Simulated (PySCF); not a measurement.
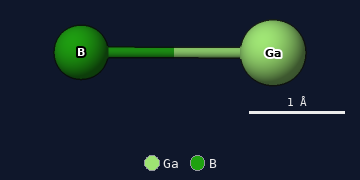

Figure 1. The structure (ball-and-stick view, seen on its broad side). Sticks mark near contacts. Bond lengths as drawn: B–Ga 2.02 Å.

**Single-point calculation of GaB**

- system: GaB, multiplicity 3
- method: UHF/lanl2dz (PySCF 2.14.0)

Some settings of this run were made unusual or wrong on purpose.

**Input file**
```python
from pyscf import gto, scf

mol = gto.M(
    atom='Ga 0 0 0; B 0 0 2.02',
    basis='lanl2dz',
    ecp={'Ga': 'lanl2dz'},
    charge=0,
    spin=2,
    verbose=4,
)
mf = scf.UHF(mol)
mf.init_guess = 'random'
mf.kernel()
mf.dip_moment()
print('orbital energies (hartree):', [e[max(0, n-3):n+3].round(4) for e, n in zip(mf.mo_energy, mol.nelec)])
```

Run on 1 CPU thread, shared host.

Launched with:
```bash
OMP_NUM_THREADS=1 python input.py
```

**Log**
```
PySCF version 2.14.0

[INPUT] verbose = 4
[INPUT] num. atoms = 2
[INPUT] num. electrons = 8
[INPUT] charge = 0
[INPUT] spin (= nelec alpha-beta = 2S) = 2
[INPUT] symmetry False subgroup None
[INPUT] Mole.unit = angstrom
[INPUT] Symbol           X                Y                Z      unit          X                Y                Z       unit  Magmom
[INPUT]  1 Ga     0.000000000000   0.000000000000   0.000000000000 AA    0.000000000000   0.000000000000   0.000000000000 Bohr   0.0
[INPUT]  2 B      0.000000000000   0.000000000000   2.020000000000 AA    0.000000000000   0.000000000000   3.817246771621 Bohr   0.0

nuclear repulsion = 3.92953374445545
number of shells = 9
number of NR pGTOs = 37
number of NR cGTOs = 17
basis = lanl2dz
ecp = {'Ga': 'lanl2dz'}

******** <class 'pyscf.scf.uhf.UHF'> ********
method = UHF
initial guess = random
damping factor = 0
level_shift factor = 0
DIIS = <class 'pyscf.scf.diis.CDIIS'>
diis_start_cycle = 1
diis_space = 8
diis_damp = 0
SCF conv_tol = 1e-09
SCF conv_tol_grad = None
SCF max_cycles = 50
direct_scf = True
direct_scf_tol = 1e-13
number electrons alpha = 5  beta = 3
Set gradient conv threshold to 3.16228e-05
init E= -16.4842089847419
  alpha nocc = 5  HOMO = -0.00015803904711445  LUMO = 0.0441901883646807
  beta  nocc = 3  HOMO = -0.179805881794113  LUMO = -0.000158039047146744

WARN: HOMO -0.00015803904711445 >= LUMO -0.000158039047146744

cycle= 1 E= -26.3933650356022  delta_E= -9.91  |g|= 0.286  |ddm|=  1.8
  alpha nocc = 5  HOMO = -0.267780362076778  LUMO = -0.0257769465757995
  beta  nocc = 3  HOMO = -0.340764636091118  LUMO = -0.0342509521895329
  HOMO = -0.267780362077  LUMO = -0.0342509521895  gap/eV = 6.35466
cycle= 2 E= -26.4609015063567  delta_E= -0.0675  |g|= 0.117  |ddm|= 0.678
  alpha nocc = 5  HOMO = -0.299600168531255  LUMO = 0.00596827619891055
  beta  nocc = 3  HOMO = -0.339724098658449  LUMO = -0.0229931376571155
  HOMO = -0.299600168531  LUMO = -0.0229931376571  gap/eV = 7.52686
cycle= 3 E= -26.4780746120252  delta_E= -0.0172  |g|= 0.046  |ddm|= 0.255
  alpha nocc = 5  HOMO = -0.286857284453888  LUMO = 0.0192802186771629
  beta  nocc = 3  HOMO = -0.328377228956489  LUMO = 0.00645293119854351
  HOMO = -0.286857284454  LUMO = 0.00645293119854  gap/eV = 7.98138
cycle= 4 E= -26.4826983884375  delta_E= -0.00462  |g|= 0.0235  |ddm|= 0.104
  alpha nocc = 5  HOMO = -0.293448562749642  LUMO = 0.0195897546712054
  beta  nocc = 3  HOMO = -0.327440661425976  LUMO = 0.0177478076335831
  HOMO = -0.29344856275  LUMO = 0.0177478076336  gap/eV = 8.46808
cycle= 5 E= -26.4869010399225  delta_E= -0.0042  |g|= 0.0208  |ddm|= 0.123
  alpha nocc = 5  HOMO = -0.29448185378183  LUMO = 0.0248991083308017
  beta  nocc = 3  HOMO = -0.328124077563148  LUMO = 0.0191975727557971
  HOMO = -0.294481853782  LUMO = 0.0191975727558  gap/eV = 8.53565
cycle= 6 E= -26.4897459611417  delta_E= -0.00284  |g|= 0.0208  |ddm|= 0.0818
  alpha nocc = 5  HOMO = -0.294744427664296  LUMO = 0.0267324950640393
  beta  nocc = 3  HOMO = -0.328261709652091  LUMO = 0.0191410047523265
  HOMO = -0.294744427664  LUMO = 0.0191410047523  gap/eV = 8.54126
cycle= 7 E= -26.4907660793222  delta_E= -0.00102  |g|= 0.0209  |ddm|= 0.0301
  alpha nocc = 5  HOMO = -0.293823360750314  LUMO = 0.019203275101852
  beta  nocc = 3  HOMO = -0.336095566327197  LUMO = 0.0190210292193059
  HOMO = -0.29382336075  LUMO = 0.0190210292193  gap/eV = 8.51293
cycle= 8 E= -26.4821120097819  delta_E= 0.00865  |g|= 0.0153  |ddm|= 0.321
  alpha nocc = 5  HOMO = -0.290226873616813  LUMO = 0.0195508485563841
  beta  nocc = 3  HOMO = -0.318598183353521  LUMO = 0.000712473128103852
  HOMO = -0.290226873617  LUMO = 0.000712473128104  gap/eV = 7.91686
cycle= 9 E= -26.4817448907731  delta_E= 0.000367  |g|= 0.0115  |ddm|= 0.0625
  alpha nocc = 5  HOMO = -0.291709719886719  LUMO = 0.0233961687360157
  beta  nocc = 3  HOMO = -0.353287788062326  LUMO = 0.0186067875772424
  HOMO = -0.291709719887  LUMO = 0.0186067875772  gap/eV = 8.44414
cycle= 10 E= -26.4785061378279  delta_E= 0.00324  |g|= 0.0153  |ddm|= 0.305
  alpha nocc = 5  HOMO = -0.289984896107148  LUMO = 0.031394655080443
  beta  nocc = 3  HOMO = -0.365227839244367  LUMO = 0.0186229866687799
  HOMO = -0.289984896107  LUMO = 0.0186229866688  gap/eV = 8.39765
cycle= 11 E= -26.4780561705115  delta_E= 0.00045  |g|= 0.018  |ddm|= 0.0875
  alpha nocc = 5  HOMO = -0.290384578709948  LUMO = 0.029453825184946
  beta  nocc = 3  HOMO = -0.362094512736578  LUMO = 0.0185941399294838
  HOMO = -0.29038457871  LUMO = 0.0185941399295  gap/eV = 8.40774
cycle= 12 E= -26.4781610022083  delta_E= -0.000105  |g|= 0.0172  |ddm|= 0.0233
  alpha nocc = 5  HOMO = -0.290290221490848  LUMO = 0.033591033001727
  beta  nocc = 3  HOMO = -0.367354372671107  LUMO = 0.0177548593625769
  HOMO = -0.290290221491  LUMO = 0.0177548593626  gap/eV = 8.38233
cycle= 13 E= -26.478070545657  delta_E= 9.05e-05  |g|= 0.0175  |ddm|= 0.0231
  alpha nocc = 5  HOMO = -0.290815204884166  LUMO = 0.0312413315616685
  beta  nocc = 3  HOMO = -0.363277620610381  LUMO = 0.0178556462094519
  HOMO = -0.290815204884  LUMO = 0.0178556462095  gap/eV = 8.39936
cycle= 14 E= -26.47813314628  delta_E= -6.26e-05  |g|= 0.0169  |ddm|= 0.0235
  alpha nocc = 5  HOMO = -0.292389388493933  LUMO = 0.0179746958446781
  beta  nocc = 3  HOMO = -0.341114415960687  LUMO = 0.016169721573423
  HOMO = -0.292389388494  LUMO = 0.0161697215734  gap/eV = 8.39632
cycle= 15 E= -26.4793270451128  delta_E= -0.00119  |g|= 0.0101  |ddm|= 0.153
  alpha nocc = 5  HOMO = -0.291945781979996  LUMO = 0.0183349851793835
  beta  nocc = 3  HOMO = -0.333769709277187  LUMO = 0.0107961852024644
  HOMO = -0.29194578198  LUMO = 0.0107961852025  gap/eV = 8.23803
cycle= 16 E= -26.479694672848  delta_E= -0.000368  |g|= 0.00793  |ddm|= 0.0343
  alpha nocc = 5  HOMO = -0.289708390170516  LUMO = 0.0194997741968142
  beta  nocc = 3  HOMO = -0.330380779234735  LUMO = 0.00607583078707966
  HOMO = -0.289708390171  LUMO = 0.00607583078708  gap/eV = 8.04870
cycle= 17 E= -26.4794245000309  delta_E= 0.00027  |g|= 0.00603  |ddm|= 0.0636
  alpha nocc = 5  HOMO = -0.28698720649369  LUMO = 0.0197599732815628
  beta  nocc = 3  HOMO = -0.331182194442592  LUMO = 0.00239284336624301
  HOMO = -0.286987206494  LUMO = 0.00239284336624  gap/eV = 7.87443
cycle= 18 E= -26.4792690036237  delta_E= 0.000155  |g|= 0.00184  |ddm|= 0.0748
  alpha nocc = 5  HOMO = -0.286475265269413  LUMO = 0.0196900297706903
  beta  nocc = 3  HOMO = -0.332894516634907  LUMO = 0.00218716118475015
  HOMO = -0.286475265269  LUMO = 0.00218716118475  gap/eV = 7.85490
cycle= 19 E= -26.4792244421496  delta_E= 4.46e-05  |g|= 0.00133  |ddm|= 0.0223
  alpha nocc = 5  HOMO = -0.2856236287174  LUMO = 0.0200271134938991
  beta  nocc = 3  HOMO = -0.335097523888171  LUMO = 0.00233029541119478
  HOMO = -0.285623628717  LUMO = 0.00233029541119  gap/eV = 7.83563
cycle= 20 E= -26.4791765072248  delta_E= 4.79e-05  |g|= 0.000745  |ddm|= 0.0392
  alpha nocc = 5  HOMO = -0.285024561254082  LUMO = 0.020247626014588
  beta  nocc = 3  HOMO = -0.335243235079423  LUMO = 0.00129041500763094
  HOMO = -0.285024561254  LUMO = 0.00129041500763  gap/eV = 7.79103
cycle= 21 E= -26.479168481255  delta_E= 8.03e-06  |g|= 0.000181  |ddm|= 0.0212
  alpha nocc = 5  HOMO = -0.284769595634578  LUMO = 0.0203140100586065
  beta  nocc = 3  HOMO = -0.335788014197425  LUMO = 0.00121259322071943
  HOMO = -0.284769595635  LUMO = 0.00121259322072  gap/eV = 7.78197
cycle= 22 E= -26.4791674334531  delta_E= 1.05e-06  |g|= 6.12e-05  |ddm|= 0.00861
  alpha nocc = 5  HOMO = -0.284753063920341  LUMO = 0.0203243524140091
  beta  nocc = 3  HOMO = -0.335815997535375  LUMO = 0.00120586013237123
  HOMO = -0.28475306392  LUMO = 0.00120586013237  gap/eV = 7.78134
cycle= 23 E= -26.4791674199275  delta_E= 1.35e-08  |g|= 3.01e-05  |ddm|= 0.000717
  alpha nocc = 5  HOMO = -0.284732001263717  LUMO = 0.0203302432376684
  beta  nocc = 3  HOMO = -0.335821822260945  LUMO = 0.00117026192545389
  HOMO = -0.284732001264  LUMO = 0.00117026192545  gap/eV = 7.77980
cycle= 24 E= -26.4791674144856  delta_E= 5.44e-09  |g|= 9.94e-06  |ddm|= 0.000702
  alpha nocc = 5  HOMO = -0.284721774570818  LUMO = 0.02033354855945
  beta  nocc = 3  HOMO = -0.335821376074533  LUMO = 0.00115355066587775
  HOMO = -0.284721774571  LUMO = 0.00115355066588  gap/eV = 7.77906
cycle= 25 E= -26.4791674140046  delta_E= 4.81e-10  |g|= 1.68e-06  |ddm|= 0.000303
  alpha nocc = 5  HOMO = -0.284721781266875  LUMO = 0.0203334987137117
  beta  nocc = 3  HOMO = -0.33582268912375  LUMO = 0.00115527558731188
  HOMO = -0.284721781267  LUMO = 0.00115527558731  gap/eV = 7.77911
```

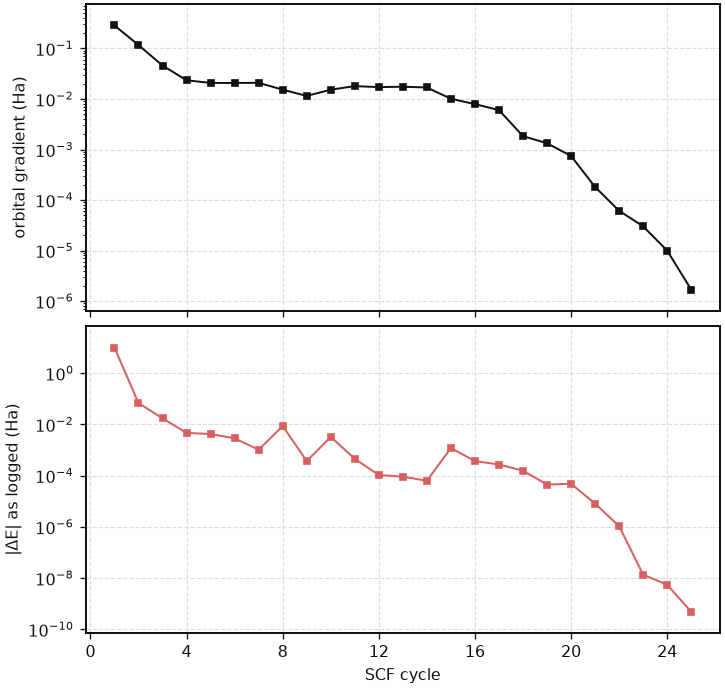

Figure 2. Convergence of the self-consistent field: orbital gradient and size of the energy change against the SCF cycle. The residual lingers near 0.015 from about step 4 to 17 before it falls again.

```
Extra cycle  E= -26.4791674140109  delta_E= -6.26e-12  |g|= 9.07e-07  |ddm|= 7.87e-06
converged SCF energy = -26.4791674140109  <S^2> = 2.2692301  2S+1 = 3.1744165
Dipole moment(X, Y, Z, Debye):  0.00000, -0.00000, -2.35935
orbital energies (hartree): [array([-0.3928, -0.2847, -0.2847,  0.0151,  0.0447,  0.0447]), array([-7.6663e+00, -5.4030e-01, -3.3580e-01,  1.2000e-03,  2.0300e-02,
        2.0300e-02])]
```

**Outcome**

| quantity | value |
| --- | --- |
| outcome | converged |
| SCF energy | −26.479167 hartree |
| ⟨S²⟩ | 2.269 |
| dipole moment | 2.36 D |
| wall time | 1 s |

Some settings of this run were drawn to be unusual or wrong. It converged; results that depend on the unusual settings are not reference values. ⟨S²⟩ is 2.27 against 2.00 for a pure state: the solution is spin-contaminated.
